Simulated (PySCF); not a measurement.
## Electronic structure of HBr (charge +1, doublet) in real space

```xyz
2

H     0.0000    0.0000   -1.4386
Br    0.0000    0.0000    0.0184
```

Method: PBE0/cc-pVTZ(-PP), non-relativistic Hamiltonian with scalar-relativistic core potentials where named, at a bond length of 1.457 Å (PySCF 2.14.0).

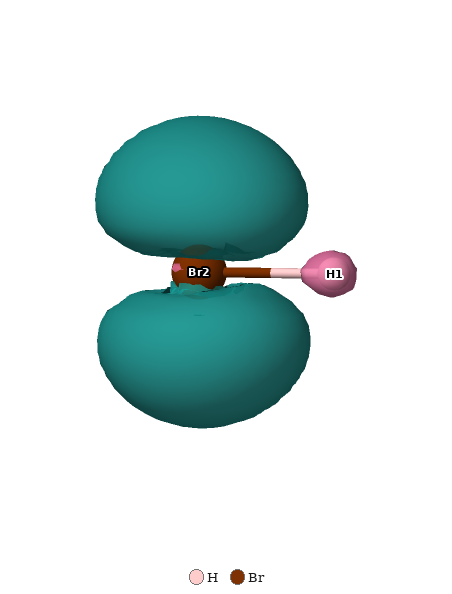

Figure 1. Isosurfaces of the spin density at +0.03 (teal) and −0.03 e/Å³ (pink), seen from one side.

Q: Where is the unpaired spin?

A: The unpaired spin (1 electron) lies mostly on Br2 (about 1.0), in electrons by Hirshfeld's partition.

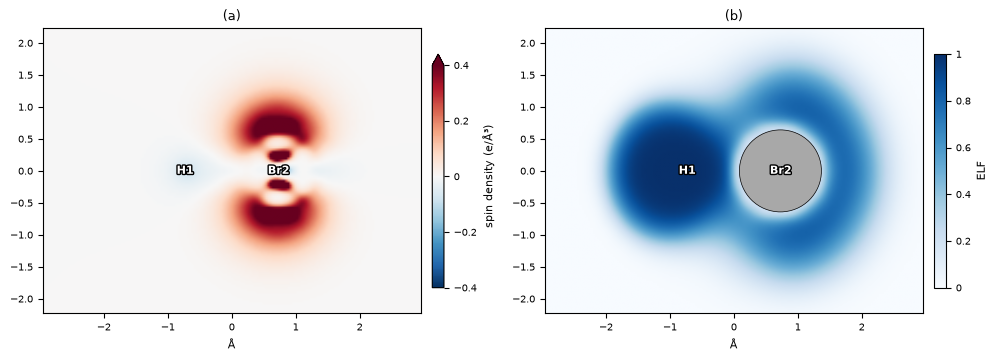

Figure 2. (a) spin density (α minus β); (b) electron localisation function on a plane that holds the molecular axis. Grey discs cover the atomic cores in the ELF map.

Q: What does the map show?

A:
- The section cuts through H and Br sites.
- Br–H (1.46 Å): the ELF climbs to about 1 towards the hydrogen, as it does in any bond to H.
- The ELF also peaks beside Br2, away from the bonds: non-bonding electrons, paired or unpaired.

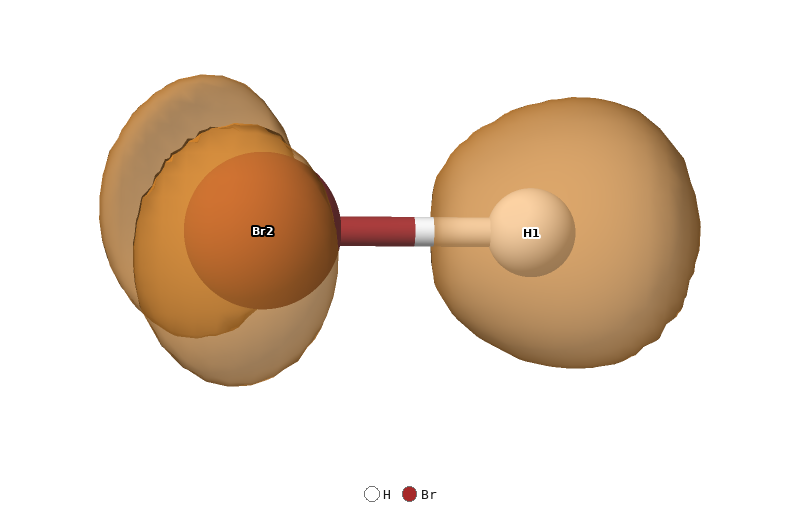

Figure 3. Isosurface of the ELF at 0.9 (orange), seen from one side. Core shells and regions of very low density are left out.

Q: Describe the localisation domains.

A: At this value the surface marks out one region around a hydrogen nucleus and two lobes on Br, pointing away from the bonds (non-bonding electrons, which may merge into one lobe).
